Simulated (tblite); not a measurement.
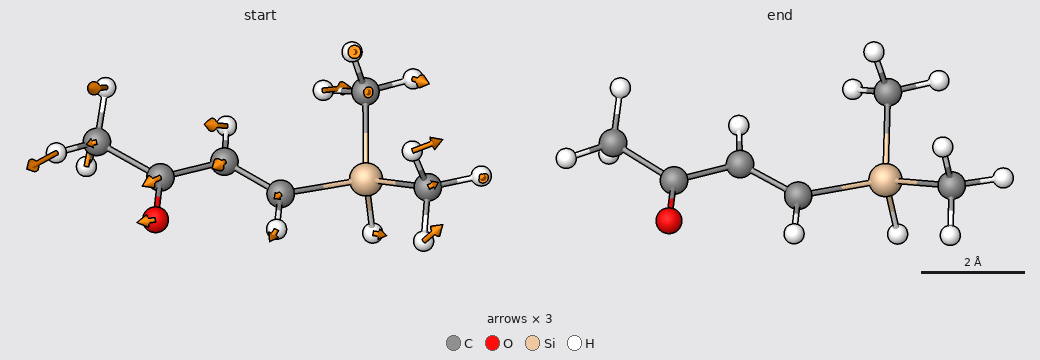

The structure of C6H12OSi before (left) and after (right) a relaxation, at one scale. The orange arrows give the displacements, magnified 3 times.

The picture is a ball-and-stick view, seen from a free direction.

The calculation used GFN2-xTB geometry optimisation, gas phase (tblite). 

Question: Summarise the run.

Answer: The energy falls by 11.1 kcal/mol in 99 geometry steps. The atom that moves furthest after the best rigid fit is an H atom (0.33 Å). By element the largest moves are H 0.33 Å, C 0.15 Å, O 0.13 Å, Si 0.02 Å. Some distances before and after: C–Si 1.843 → 1.901 Å, C–O 1.269 → 1.211 Å, C–H 1.128 → 1.086 Å, C–Si 1.869 → 1.903 Å. Among the angles between lasting bonds that change: H–C–H 114.9° → 109.5°, C–C–H 121.8° → 116.5°, C–C–H 104.3° → 109.5°. Cost: 2.4 s on 1 thread of Intel(R) Xeon(R) Processor @ 2.50GHz (shared host).
